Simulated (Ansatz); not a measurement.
## Fields on a plane of InAs (zinc blende)

```
InAs
1.0
    0.00000     3.09331     3.09331
    3.09331     0.00000     3.09331
    3.09331     3.09331     0.00000
As In
1 1
Direct
  0.75000   0.75000   0.75000
  0.00000   0.00000   0.00000
```

The slice is a {100} plane (indices of the conventional cell) through the point (0.000, 0.000, 0.000) (fractional), spanned by u = [100] and v = [0 1 -1] in vectors of this cell: u (4.37 Å) and v (4.37 Å, at 90° to u). It covers one period; positions are fractions (u, v).

Atoms on it: In at (0.00, 0.00).

These are PBE (plane waves to 420 eV, PAW, scalar-relativistic; Ansatz, an electronic-structure program) values and carry that method's errors. k mesh 9×9×9. These are valence fields of a PAW run, semicore shells included where kept as valence: close to a nucleus they are smooth pseudo fields. At this level the bands of InAs touch or barely overlap; measurements give the solid a gap. InAs was relaxed with its symmetry unable to fall. The PAW data are Ansatz's earlier set.

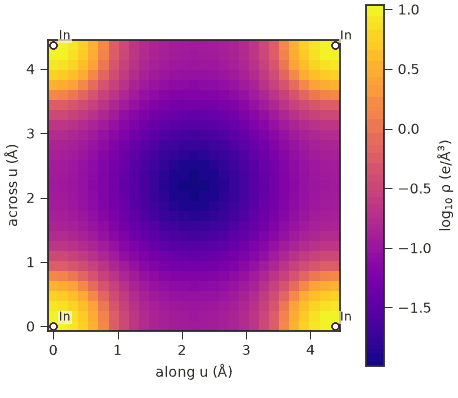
Fig. 1. Log₁₀ of the valence density in e/Å³, one period of the plane, atoms marked. The scale is logarithmic, as a density can span decades between atoms and voids.

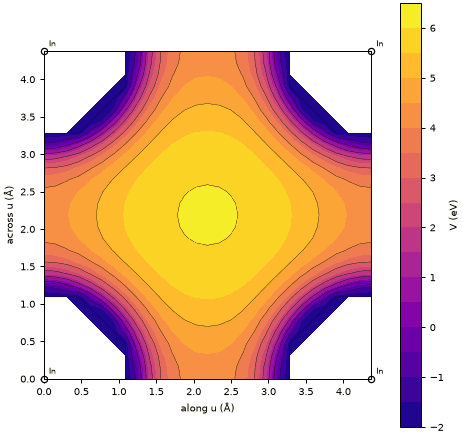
Figure: Electrostatic potential energy of an electron, from the cell's mean, in eV, one period of the plane, atoms marked. Points within 1 Å of a nucleus are left white, as the pseudised field means little there. Values under -2 eV are set to -2. The zero, the cell's mean, hangs on the PAW cores.
